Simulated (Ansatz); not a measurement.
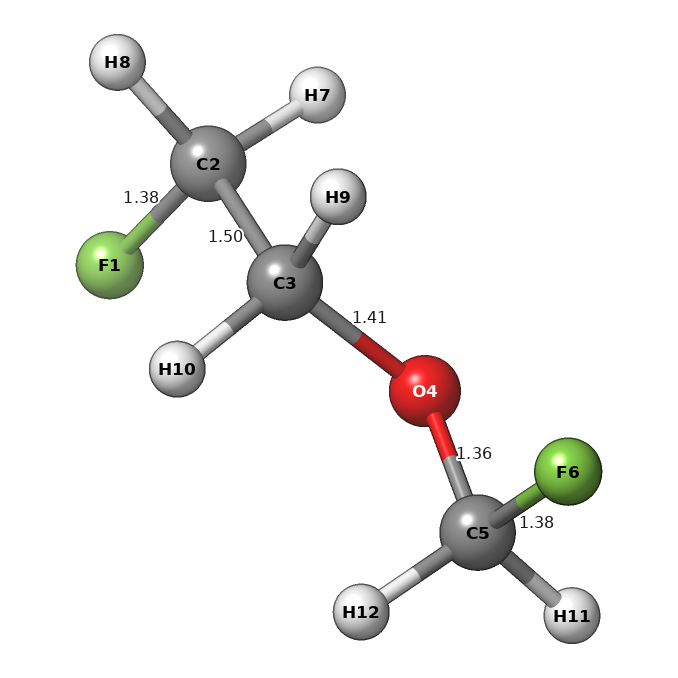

The numbers beside the sticks are distances in Å. Sticks don't show bond order. Computed geometry: PBE0-D4/def2-TZVP optimisation.

Which of the marked bonds are single, double, triple or aromatic?

F1–C2 single; C2–C3 single; C3–O4 single; O4–C5 single; C5–F6 single.

Give the structure as SMILES.

FCCOCF
